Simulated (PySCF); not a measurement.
C₁₀H₄N₂S₂, SMILES N#Cc1ccsc1-c1sccc1C#N, singlet at its GFN2-xTB optimised geometry (Å):

```
18

N     -0.0564    -3.6688     0.0000
C      0.4947    -2.6620     0.0000
C      1.2295    -1.4660     0.0000
C      2.6478    -1.4660     0.0000
C      3.1642    -0.2132     0.0000
S      1.9528     1.0064     0.0000
C      0.6884    -0.1862     0.0000
C     -0.6884     0.1864     0.0000
S     -1.9527    -1.0063    -0.0001
C     -3.1642     0.2133    -0.0001
C     -2.6480     1.4661     0.0000
C     -1.2296     1.4662     0.0000
C     -0.4948     2.6622     0.0001
N      0.0566     3.6688     0.0002
H      3.2325    -2.3682     0.0000
H      4.1964     0.0752     0.0000
H     -4.1964    -0.0752    -0.0001
H     -3.2326     2.3682     0.0000
```

Method: B3LYP/def2-SVP run with PySCF.

Map of the electron localisation function on the plane z = 0.8 Å:

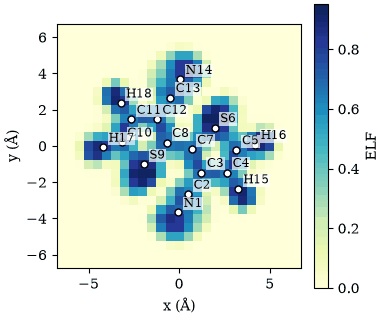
Figure: Electron localisation function on the plane z = 0.8 Å.
